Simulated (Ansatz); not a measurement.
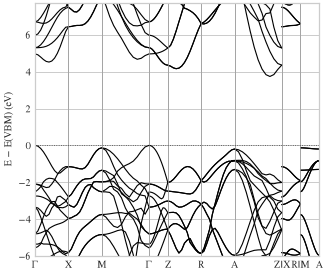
Band structure from DFT-PBE in the program Ansatz with PAW potentials

Question: Read off the gap and where the band edges lie.

Answer: About 3.7 eV (3.74 eV by a search for the band edges); maximum at Γ, minimum on the A–Z line, 75 % of the way from A.

The material is C in space group P4_2/ncm (No. 138; C on 8i, C on 4b).

The start of the workflow was typed in or built on a structure type; neither database checked (COD, Materials Project) lists it. It is not the phase usual at ambient conditions (space group No. 194, 227). The PBE relaxation kept the symmetry of its start; whether a distortion lowers the energy is not shown.

Potentials: the earlier of the program's two PAW sets.
